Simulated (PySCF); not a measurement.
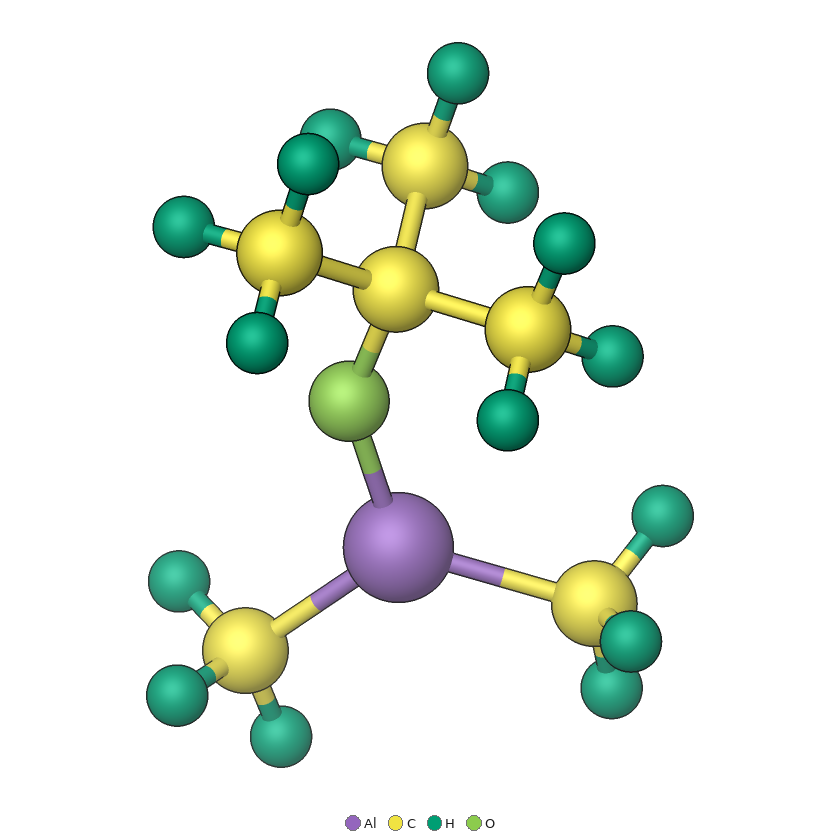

Computed geometry: PBE0-D3(BJ)/def2-SVP optimisation. No frequency run is at hand to confirm it as a minimum.

Give the structural formula.

SMILES: [CH3][Al]([CH3])[O]C(C)(C)C

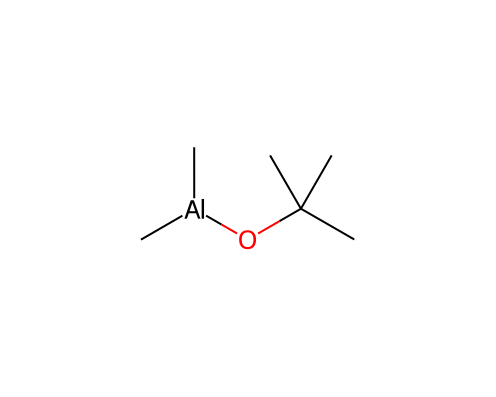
